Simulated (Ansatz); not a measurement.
# What RbSbS3 in P4_2/mmc, a phase reached by a soft mode distorts into

Aim: this structure of RbSbS3 in P4_2/mmc, a phase reached by a soft mode is to be tested for unstable modes, and one is followed downhill.

Main program and level: Ansatz 0.2.0; DFT PBEsol, scalar-relativistic, plane waves, PAW; PAW set soft_1.

The structure was built from a prototype and need not be the compound's stable phase.

### Step 1. Set-up

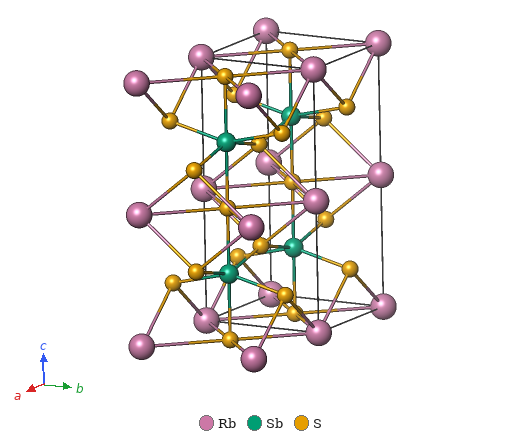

The starting structure, seen slightly off an axis (rubidium pink, antimony teal, sulfur orange). 2×1×1 cells are drawn. Some periodic images of atoms are drawn too.

Structure file:

```cif
data_structure
_symmetry_space_group_name_H-M 'P 1'
_symmetry_Int_Tables_number 1
_cell_length_a 4.9932
_cell_length_b 4.9932
_cell_length_c 10.4183
_cell_angle_alpha 90.000
_cell_angle_beta 90.000
_cell_angle_gamma 90.000
_cell_volume 259.75
loop_
_atom_site_label
_atom_site_type_symbol
_atom_site_fract_x
_atom_site_fract_y
_atom_site_fract_z
_atom_site_occupancy
Rb1 Rb 0.00000 0.00000 0.00000 1
Rb2 Rb 0.00000 0.00000 0.50000 1
Sb3 Sb 0.50000 0.50000 0.25000 1
Sb4 Sb 0.50000 0.50000 0.75000 1
S5 S 0.50000 0.50000 0.50000 1
S6 S 0.50000 0.50000 0.00000 1
S7 S 0.50000 0.00000 0.19255 1
S8 S 0.50000 0.00000 0.80745 1
S9 S 0.00000 0.50000 0.30745 1
S10 S 0.00000 0.50000 0.69255 1
```

### Step 2. Modes at Γ

This phase was reached earlier by freezing in an unstable mode of a structure of higher symmetry and relaxing. Its zone-centre modes can show that it is still unstable.

The input, input.yaml:

```yaml
crystal:
  lattice:
    - [4.9931665696, 0.0, 0.0]
    - [0.0, 4.9931665696, 0.0]
    - [0.0, 0.0, 10.4183272657]
  atoms:
    - { symbol: Rb, position: [0.0, 0.0, 0.0] }
    - { symbol: Rb, position: [0.0, 0.0, 0.5] }
    - { symbol: Sb, position: [0.5, 0.5, 0.25] }
    - { symbol: Sb, position: [0.5, 0.5, 0.75] }
    - { symbol: S, position: [0.5, 0.5, 0.5] }
    - { symbol: S, position: [0.5, 0.5, 0.0] }
    - { symbol: S, position: [0.5, 0.0, 0.1925476471] }
    - { symbol: S, position: [0.5, 0.0, 0.8074523529] }
    - { symbol: S, position: [0.0, 0.5, 0.3074523529] }
    - { symbol: S, position: [0.0, 0.5, 0.6925476471] }
kpoints:
  mp_grid: { grid: [8, 8, 4] }
hamiltonian:
  xc: pbesol
  pseudopotentials: { kind: paw, azcp: { folder: soft_1 }, xc_functional: pbe }
scf:
  occupations: { method: methfessel_paxton, width: 0.2 }
output:
  eigenvalues: true
phonons:
  method: dfpt
```

On the command line:

```bash
> ansatz run input.yaml --threads 8 --pin off --max-ram 16384MiB --backend cpu --events-out ev --progress --plain --runs-dir out
```

Numbers of over 12 decimals in the logs are rounded to 6 here.

Output:

```text
zone centre: on kpoints.mp_grid the ground state, and the responses unless they are solved on pairs of k-points, stand on 75 of the mesh's 256 k-points, reduced under 4 symmetry operations, with k and −k counted as one. Each operation leaves every solved displacement unchanged or reverses it
Engine: ansatz 0.2.0, aarch64-unknown-linux-gnu
Pseudopotentials: kind: paw
Pseudopotential: Rb, paw, valence charge 9, recommended cutoff 420 eV (normal), soft_1/Rb.paw.azcp
Pseudopotential: Sb, paw, valence charge 15, recommended cutoff 420 eV (normal), soft_1/Sb.paw.azcp
Pseudopotential: S, paw, valence charge 6, recommended cutoff 420 eV (normal), soft_1/S.paw.azcp
Functional definition: PBEsol
  exchange = pbesol_x
  correlation = pbesol_c
Crystal: 10 atoms, lattice volume = 259.747 Å³
Basis set: ecut = 420 eV, 5103 PW (Γ), exchange–correlation on 72×72×144 points (8 copies of the dense FFT grid, shifted against one another)
Bands: 52, of which v1, the nominal top of the filled ones, is band 42 counted from 1 (41 counted from 0)
Symmetry: 16 space group operations
k-points: 75 of 256 (irreducible under 4 space group operations, time reversal used)
Non-local potential: Rb, projectors of the file, l = 0: 3, l = 1: 2, l = 2: 2
Non-local potential: Sb, projectors of the file, l = 0: 2, l = 1: 2, l = 2: 2, l = 3: 1
Non-local potential: S, projectors of the file, l = 0: 2, l = 1: 2, l = 2: 1
PAW form: soft (Blöchl's): semilocal exchange-correlation on the pseudo side does not see the compensation charge
PAW frozen core: Rb, regenerated for the run's functional, and the local potential with it (the file was generated under x = pbe(κ = 0.804, μ = 0.219515), c = pbe(β = 0.066725))
PAW frozen core: Sb, regenerated for the run's functional, and the local potential with it (the file was generated under x = pbe(κ = 0.804, μ = 0.219515), c = pbe(β = 0.066725))
PAW frozen core: S, regenerated for the run's functional, and the local potential with it (the file was generated under x = pbe(κ = 0.804, μ = 0.219515), c = pbe(β = 0.066725))
PAW one-centre angular grid: Rb, 110 points (default); XC on 64 Gauss nodes
PAW one-centre angular grid: Sb, 590 points (default); XC on 64 Gauss nodes
PAW one-centre angular grid: S, 110 points (default); XC on 64 Gauss nodes
Initial density: superposition of atomic densities (chi_scale 0.1, normalization cell, long waves kept (reshape's long-wave potential 0.00 eV rms))
Initial wavefunctions: pseudopotential atomic-orbital guess
Functional: x = pbesol(κ = 0.804, μ = 0.123457), c = pbesol(β = 0.046)
SCF iter   1: F=—  HF=-24566.224276 eV  |F-HF|=—  |Δ(HF+E_count)|=         —  Δρ=3.44e-2  dr2=8.20e0  ethr=3.10e-3  ⟨swp⟩=10.0  Hψ=19613  notcnv=0
preconditioner: auto → Kerker (q_TF=auto, 2.260 Å⁻¹)  [metal: Δε(μ)=0.003 eV  Ē_g=10.280 eV  σ=0.200 eV  W_gap=0.01  n_scr=54 (ndim 8)  ℏωp=17.8 eV  f_vac=0.000  D(μ)=4.33/eV (n_scr^D=16)]
SCF iter   2: F=—  HF=-24564.611943 eV  |F-HF|=—  |Δ(HF+E_count)|=    1.61e0  S|Δr|=    0.00e0  Δρ=2.18e-2  dr2=4.06e0  ethr=3.10e-3  ⟨swp⟩=3.0  Hψ=5301  notcnv=0  defer=248
SCF iter   3: F=—  HF=-24563.100562 eV  |F-HF|=—  |Δ(HF+E_count)|=    1.51e0  S|Δr|=    0.00e0  Δρ=7.00e-3  dr2=2.73e-1  ethr=3.10e-3  ⟨swp⟩=4.2  Hψ=8257  notcnv=0  defer=253
SCF iter   4: F=—  HF=-24563.020239 eV  |F-HF|=—  |Δ(HF+E_count)|=   8.03e-2  S|Δr|=    0.00e0  Δρ=2.27e-3  dr2=4.17e-2  ethr=3.24e-4  ⟨swp⟩=2.6  Hψ=5676  notcnv=0  defer=237
SCF iter   5: F=—  HF=-24563.009869 eV  |F-HF|=—  |Δ(HF+E_count)|=   1.04e-2  S|Δr|=    0.00e0  Δρ=8.30e-4  dr2=3.92e-3  ethr=4.97e-5  ⟨swp⟩=2.0  Hψ=5456  notcnv=0  defer=237
SCF iter   6: F=—  HF=-24563.010482 eV  |F-HF|=—  |Δ(HF+E_count)|=   6.13e-4  S|Δr|=    0.00e0  Δρ=3.02e-4  dr2=4.05e-4  ethr=4.67e-6  ⟨swp⟩=2.9  Hψ=7680  notcnv=0  defer=237
SCF iter   7: F=—  HF=-24563.010538 eV  |F-HF|=—  |Δ(HF+E_count)|=   5.57e-5  S|Δr|=    0.00e0  Δρ=8.36e-5  dr2=4.99e-5  ethr=4.82e-7  ⟨swp⟩=2.0  Hψ=6748  notcnv=0  defer=237
SCF iter   8: F=—  HF=-24563.010555 eV  |F-HF|=—  |Δ(HF+E_count)|=   1.71e-5  S|Δr|=    0.00e0  Δρ=3.97e-5  dr2=1.21e-5  ethr=5.94e-8  ⟨swp⟩=2.1  Hψ=5290  notcnv=0  defer=237
SCF iter   9: F=—  HF=-24563.010563 eV  |F-HF|=—  |Δ(HF+E_count)|=   8.44e-6  S|Δr|=    0.00e0  Δρ=1.26e-5  dr2=1.12e-6  ethr=1.44e-8  ⟨swp⟩=2.0  Hψ=5330  notcnv=0  defer=237
SCF iter  10: F=—  HF=-24563.010683 eV  |F-HF|=—  |Δ(HF+E_count)|=   1.19e-4  S|Δr|=    0.00e0  Δρ=3.88e-6  dr2=6.52e-8  ethr=1.33e-9  ⟨swp⟩=2.3  Hψ=6048  notcnv=0  defer=242
SCF iter  11: F=—  HF=-24563.010683 eV  |F-HF|=—  |Δ(HF+E_count)|=   8.47e-8  S|Δr|=    0.00e0  Δρ=1.23e-6  dr2=1.14e-8  ethr=7.76e-11  ⟨swp⟩=2.0  Hψ=5711  notcnv=0  defer=242
SCF iter  12: F=—  HF=-24563.010683 eV  |F-HF|=—  |Δ(HF+E_count)|=   8.59e-9  S|Δr|=    0.00e0  Δρ=4.94e-7  dr2=2.25e-9  ethr=1.36e-11  ⟨swp⟩=2.0  Hψ=5437  notcnv=0  defer=242
SCF iter  13: F=—  HF=-24563.010683 eV  |F-HF|=—  |Δ(HF+E_count)|=  7.93e-10  S|Δr|=    0.00e0  Δρ=1.77e-7  dr2=2.45e-10  ethr=2.68e-12  ⟨swp⟩=2.0  Hψ=5389  notcnv=0  defer=242
SCF iter  14: F=-24563.010683 eV  HF=-24563.010683 eV  |F-HF|=7.28e-12  |Δ(HF+E_count)|=  2.55e-11  S|Δr|=    0.00e0  Δρ=5.07e-8  dr2=8.16e-12  ethr=1.00e-12  ⟨swp⟩=18.1  Hψ=29863  notcnv=0
SCF 1 converged in 14 iterations: F = -24563.010683 eV  dr2 = 8.16e-12
  greatest PAW one-centre occupation: 0.997 electrons in one spin orbital (limit 2), on the Sb atom at site 3 (counted from 0), in its partial waves of l = 2
DFPT response loops at Γ: preconditioner auto → Kerker (q_TF=auto, 2.260 Å⁻¹) (partly filled bands, converged f_vac=0.024); β = 1.00, the filter's whole step (`scf.mixing.beta` (0.50) is not read by the response loops under this deck's `scf.mixing.preconditioner`; to damp them name `kerker` or `kerker_dos`, under which they read `scf.mixing.beta`, and type it under 1.00, their step now; both keys bind the ground state too); Broyden in place of MSR1
SCF converged after 14 iterations
Stability not checked: this state was not tested for a lower state beside it, because cold or Methfessel-Paxton smearing, or corrected tetrahedra, fill the levels in a way that the test cannot read (fill_not_monotonic; see scf.lower_state_search)
Free energy (F): -24563.010683 eV
Harris-Foulkes:  -24563.010683 eV  (|F-HF|=7.28e-12)
Internal energy: -24563.013652 eV  (E = F + TS)
E sigma→0 (E₀):  -24563.011425 eV
Entropy (-TS):   0.002969 eV (0.297 meV/atom)
Fermi energy:    5.532504 eV
Step filling:    the computed levels leave a gap of 0.0000 eV = 0.0 smearing widths at the electron count; against every level under it full and every level over it empty, smearing changes F+E_penalty+E_count by +2.136 meV and its σ→0 estimate by +1.394 meV
--- Per-component energies (eV) ---
  E_band       = -575.442592
  E_kinetic    = 1316.646938
  E_local      = -5759.836035  (includes V_loc(G=0)·N_el)
  E_nonlocal   = 1370.637713
  E_hartree    = 2141.454089
  E_xc         = -967.988135
  E_vxc        = -931.722579  (∫ρ·V_xc dr)
  E_paw        = -17635.820047  (= ΣΔE_a)
  E_vpaw       = -854.077004  (= ΣTr[D̂ρ^β])
  E_aug_tail   = 0.000226  (compensation charges beyond the density's cutoff)
  E_ewald      = -5029.391149
  E_core_change = 1.282749  (= ΣΔE_core)
  E_smearing   = 0.002969  (= −TS)
  E_closure    = -0.000000  (closes the sum)
  Σ components = -24563.010683   (vs F -24563.010683, Δ=0.00e0)
--- Band table (eV; the first three rows and the last of 75) ---
  k-point 0: bands = [... 38 lower, 4.8242, 4.8242, 5.1183, 5.2589, 5.2589, 6.5661, 6.9540, 9.8002, ... 6 higher]
  k-point 1: bands = [... 38 lower, 4.9383, 4.9383, 5.1794, 5.2120, 5.2120, 5.8521, 8.1599, 9.9630, ... 6 higher]
  k-point 2: bands = [... 38 lower, 5.0926, 5.0926, 5.0930, 5.0930, 5.4038, 5.4038, 9.6696, 9.6696, ... 6 higher]
  k-point 74: bands = [... 38 lower, 4.9771, 4.9771, 5.4369, 5.4369, 7.1971, 7.1971, 7.8657, 7.8657, ... 6 higher]
--- Phonons (Γ-DFPT): 11 representative perturbations + reference, on 75 of 256 k-points (Σ response iterations 33) ---
  k mesh reduced under 4 symmetry operations, with k and −k counted as one. Each operation leaves every solved displacement unchanged or reverses it
  ASR residual: 8.035e-5 → 0.000e0 eV/Å²; symmetrization residual: 7.687e-6 eV/Å²
  ASR residual per site (eV/Å²): 8.03e-5 8.03e-5 4.98e-5 4.98e-5 3.79e-5 3.79e-5 1.37e-5 1.37e-5 1.37e-5 1.37e-5
  Γ frequencies (cm⁻¹): -54.17 -54.17 -18.03 -18.03 0.00 0.00 0.00 12.49 25.32 25.32 62.57 62.57 73.24 82.63 82.63 105.55 105.55 116.95 128.27 133.45 148.25 148.25 155.85 157.09 177.92 194.07 194.07 211.61 211.81 211.81
  non-analytic LO–TO correction: not included (Born effective charges unavailable; polar crystals: no LO–TO splitting at Γ)
```

Run time: 2.3 min. Hardware: 8 threads of Arm Neoverse V2, shared host; peak memory 3.4 GiB.

The column dr2 measures how far the density is from self-consistency, as an energy; F and HF (Harris–Foulkes) agree once it is small.

Numbers from this step:

| Property | Result |
| --- | --- |
| volume per atom | 25.97 Å³ |
| gap on the k-mesh | 0 eV |
| sum-rule residual before enforcement | 8.03e-5 eV/Å² |
| point group | 4/mmm |
| highest optical mode at the zone centre (no LO-TO term) | 211.8 cm⁻¹ |
| lowest optical zone-centre mode | -54.17 cm⁻¹ |

Patterns of degenerate modes are one choice out of their space. The modes at Γ (shares of kinetic energy by element, %) (negative means imaginary):

| mode | frequency (cm⁻¹) | symmetry | Rb % | Sb % | S % |
| --- | --- | --- | --- | --- | --- |
| 1 | -54.2 | Eu | 22 | 16 | 62 |
| 2 | -54.2 | Eu | 22 | 16 | 62 |
| 3 | -18.0 | Eu | 30 | 31 | 39 |
| 4 | -18.0 | Eu | 30 | 31 | 39 |
| 5 | 0.0 | acoustic | 28 | 40 | 32 |
| 6 | 0.0 | acoustic | 28 | 40 | 32 |
| 7 | 0.0 | acoustic | 28 | 40 | 32 |
| 8 | 12.5 | B2u | 60 | 0 | 40 |
| 9 | 25.3 | Eg | 0 | 91 | 9 |
| 10 | 25.3 | Eg | 0 | 91 | 9 |
| 11 | 62.6 | Eu | 60 | 5 | 35 |
| 12 | 62.6 | Eu | 60 | 5 | 35 |
| 13 | 73.2 | A2u | 49 | 48 | 3 |
| 14 | 82.6 | Eg | 0 | 2 | 98 |
| 15 | 82.6 | Eg | 0 | 2 | 98 |
| 16 | 105.5 | Eu | 13 | 0 | 87 |
| 17 | 105.5 | Eu | 13 | 0 | 87 |
| 18 | 117.0 | A2u | 19 | 12 | 69 |
| 19 | 128.3 | B2u | 40 | 0 | 60 |
| 20 | 133.4 | B1g | 0 | 48 | 52 |
| 21 | 148.2 | Eu | 45 | 1 | 54 |
| 22 | 148.2 | Eu | 45 | 1 | 54 |
| 23 | 155.8 | A1g | 0 | 0 | 100 |
| 24 | 157.1 | A2u | 4 | 0 | 96 |
| 25 | 177.9 | B1g | 0 | 52 | 48 |
| 26 | 194.1 | Eg | 0 | 7 | 93 |
| 27 | 194.1 | Eg | 0 | 7 | 93 |
| 28 | 211.6 | B2u | 0 | 0 | 100 |
| 29 | 211.8 | Eu | 2 | 7 | 90 |
| 30 | 211.8 | Eu | 2 | 7 | 90 |

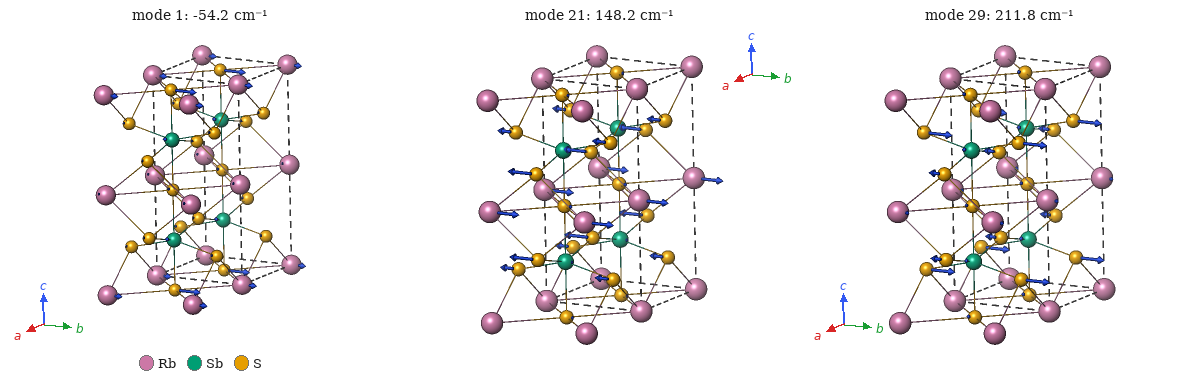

Displacement patterns of modes 1, 21 and 29 at Γ; arrows are exaggerated. 2×1×1 cells are drawn. Some periodic images of atoms are drawn too.

Before it was imposed, the acoustic sum rule was missed by 8.0e-5 eV/Å². Small misses are needed for a sound result but don't prove that mesh and cutoff are converged. The lowest optical mode is imaginary, 54.2i cm⁻¹, so the energy falls along it.

### Step 3. The mode frozen in, largest atomic shift 0 Å

The mode followed lies at Γ with frequency 54.2i cm⁻¹ and is 2-fold degenerate, the softest among the wavevectors solved. At small amplitude the distorted cell has space group no. 40 by a symmetry search on the positions. The undistorted cell that holds it gives the zero of energy on the same k mesh.

input.yaml: that of step 2 with these lines changed.

```diff
@@ -24,4 +24,4 @@
 output:
+  forces: true
+  stress: true
   eigenvalues: true
-phonons:
-  method: dfpt
```

Output:

```text
[...]
Crystal: 10 atoms, lattice volume = 259.747 Å³
Basis set: ecut = 420 eV, 5103 PW (Γ), exchange–correlation on 72×72×144 points (8 copies of the dense FFT grid, shifted against one another)
Bands: 52, of which v1, the nominal top of the filled ones, is band 42 counted from 1 (41 counted from 0)
Symmetry: 16 space group operations
[...]
k-points: 45 of 256
[...]
k-point 0: bands = [... 38 lower, 4.8243, 4.8243, 5.1184, 5.2590, 5.2590, 6.5661, 6.9540, 9.8002, ... 6 higher]
  k-point 1: bands = [... 38 lower, 4.9384, 4.9384, 5.1794, 5.2121, 5.2121, 5.8522, 8.1599, 9.9630, ... 6 higher]
  k-point 2: bands = [... 38 lower, 5.0926, 5.0926, 5.0931, 5.0931, 5.4038, 5.4038, 9.6697, 9.6697, ... 6 higher]
  k-point 44: bands = [... 38 lower, 4.9772, 4.9772, 5.4370, 5.4370, 7.1971, 7.1971, 7.8657, 7.8657, ... 6 higher]
[key lines of the parts left out:]
SCF converged after 10 iterations
Free energy (F): -24563.010683 eV
Fermi energy:    5.532557 eV
P = ⅓ Tr σ = 0.0069 GPa (0.069 kbar)
```

It took 4.5 s on 8 threads; peak memory 1.1 GiB; 34 s of CPU time.

Numbers from this step:

- pressure: 0.006866 GPa
- energy from the undistorted cell: 0 meV/atom

The run ends at a pressure of 0.01 GPa, with forces up to 1.4e-4 eV/Å.

### Step 4. The mode frozen in, largest atomic shift 0.32 Å

The atoms are moved along the unstable eigenvector, the largest shift by 0.32 Å, with the cell fixed.

input.yaml, the sections that differ from step 3:

```yaml
crystal:
  lattice:
    - [4.9931665696, 0.0, 0.0]
    - [0.0, 4.9931665696, 0.0]
    - [0.0, 0.0, 10.4183272657]
  atoms:
    - { symbol: Rb, position: [-0.0041088489, -0.0230112712, 0.0] }
    - { symbol: Rb, position: [0.0230112712, 0.0041088489, 0.5] }
    - { symbol: Sb, position: [0.4880822842, 0.5119177158, 0.25] }
    - { symbol: Sb, position: [0.4880822842, 0.5119177158, 0.75] }
    - { symbol: S, position: [0.5637841628, 0.5062289213, 0.5] }
    - { symbol: S, position: [0.4937710787, 0.4362158372, 0.0] }
    - { symbol: S, position: [0.4960998086, 0.0048110897, 0.1925476471] }
    - { symbol: S, position: [0.4960998086, 0.0048110897, 0.8074523529] }
    - { symbol: S, position: [-0.0048110897, 0.5039001914, 0.3074523529] }
    - { symbol: S, position: [-0.0048110897, 0.5039001914, 0.6925476471] }
# kpoints, hamiltonian, scf, output: as in step 3
```

Output:

```text
[...]
Crystal: 10 atoms, lattice volume = 259.747 Å³
Basis set: ecut = 420 eV, 5103 PW (Γ), exchange–correlation on 72×72×144 points (8 copies of the dense FFT grid, shifted against one another)
Bands: 52, of which v1, the nominal top of the filled ones, is band 42 counted from 1 (41 counted from 0)
Symmetry: 4 space group operations
[...]
k-point 0: bands = [... 38 lower, 4.6859, 4.9369, 5.2042, 5.2232, 5.3478, 6.6279, 7.4018, 9.7781, ... 6 higher]
  k-point 1: bands = [... 38 lower, 4.9045, 5.0242, 5.2095, 5.2553, 5.3126, 6.0732, 8.2442, 9.9148, ... 6 higher]
  k-point 2: bands = [... 38 lower, 5.1337, 5.1337, 5.1432, 5.1432, 5.5554, 5.5554, 9.4199, 9.4199, ... 6 higher]
  k-point 62: bands = [... 38 lower, 5.0893, 5.0893, 5.4729, 5.4729, 7.2465, 7.2465, 7.8845, 7.8845, ... 6 higher]
[key lines of the parts left out:]
SCF converged after 10 iterations
Free energy (F): -24563.045473 eV
Fermi energy:    5.597190 eV
P = ⅓ Tr σ = 0.1045 GPa (1.045 kbar)
```

Wall time 9.7 s (8 threads); peak memory 1.1 GiB; 75 s of CPU time.

Numbers from this step:

| Property | Result |
| --- | --- |
| pressure | 0.1045 GPa |
| energy from the undistorted cell | -3.418 meV/atom |

The energy, extrapolated to zero smearing, is -3.42 meV/atom against the undistorted cell.

The run ends at a pressure of 0.10 GPa, with forces up to 0.11 eV/Å.

### Step 5. Energy along the mode, all amplitudes (two of the runs are shown above)

An imaginary frequency means negative curvature, so the energy should fall and then rise again as anharmonic terms take over.

This step gave:

| Item | Value |
| --- | --- |
| depth at the lowest point sampled | 3.418 meV/atom |
| largest atomic shift at that point | 0.32 Å |

The energy from the parent by largest atomic shift:

| largest atomic shift (Å) | energy from the parent (meV/atom) |
| --- | --- |
| 0.000 | 0 |
| 0.040 | -0.09 |
| 0.080 | -0.351 |
| 0.140 | -1.00 |
| 0.220 | -2.14 |
| 0.320 | -3.42 |
| 0.450 | -3.38 |
| 0.600 | 1.78 |

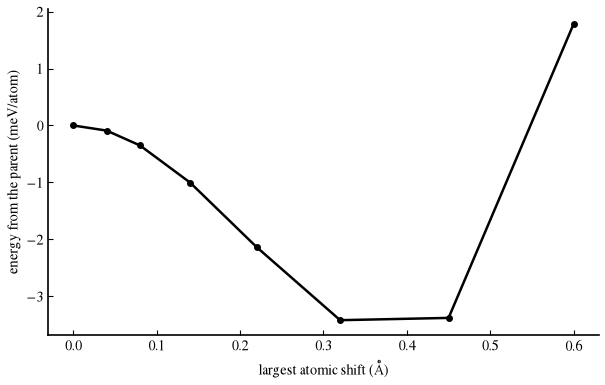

Energy from the parent, plotted against largest atomic shift.

Displacement at unit largest shift by atom:

| atom | x (Å) | y (Å) | z (Å) | size |
| --- | --- | --- | --- | --- |
| Rb1 | -0.064 | -0.359 | 0.000 | 0.365 |
| Rb2 | 0.359 | 0.064 | 0.000 | 0.365 |
| Sb3 | -0.186 | 0.186 | 0.000 | 0.263 |
| Sb4 | -0.186 | 0.186 | 0.000 | 0.263 |
| S5 | 0.995 | 0.097 | 0.000 | 1.000 |
| S6 | -0.097 | -0.995 | 0.000 | 1.000 |
| S7 | -0.061 | 0.075 | 0.000 | 0.097 |
| S8 | -0.061 | 0.075 | 0.000 | 0.097 |
| S9 | -0.075 | 0.061 | 0.000 | 0.097 |
| S10 | -0.075 | 0.061 | 0.000 | 0.097 |

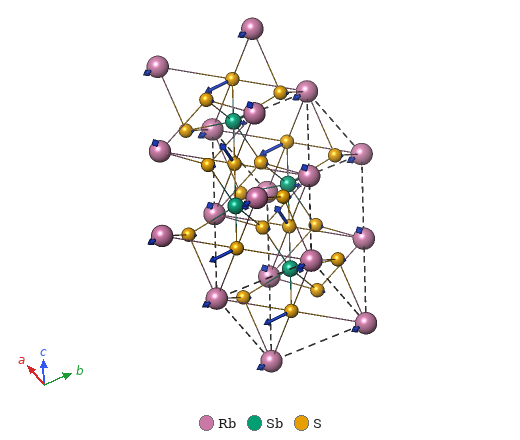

Displacement at unit largest shift as arrows, the longest 1.000 Å. 2×1×1 cells are drawn. Some periodic images of atoms are drawn too.

The lowest of the steps tried is at 0.32 Å, 3.42 meV/atom below the parent; the bottom of the well need not coincide with a step.

(Continued in part 2 of 3.)

[Logs are printed without paths, hosts, clocks, repeated set-up lines and the standing remarks that a program may print on its own settings, such as how far it seeks lower states.]

[Hosts, paths, dates, database ids (printed as entryN), source tags and the programs' standing remarks are cut or masked in the printed files.]
